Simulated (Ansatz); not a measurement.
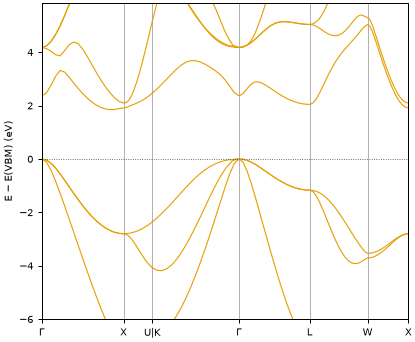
Band structure from the program Ansatz at the r²SCAN level (PAW)

Question: Read off the gap and where the band edges lie.

Answer: About 1.8 eV (1.84 eV by a search for the band edges); maximum at Γ, minimum on the Γ–X line, 85 % of the way from Γ.

Question: Which compound is it?
A. GaP, zinc blende
B. CdF2, fluorite
C. PbS, rock salt

Answer: A, GaP, zinc blende

Space group F-43m (zinc blende). The cell was relaxed with r²SCAN under the symmetry of its start. Scalar-relativistic: spin–orbit coupling is off unless named, which matters more the heavier the elements.

Potentials: the later of the program's two PAW sets.
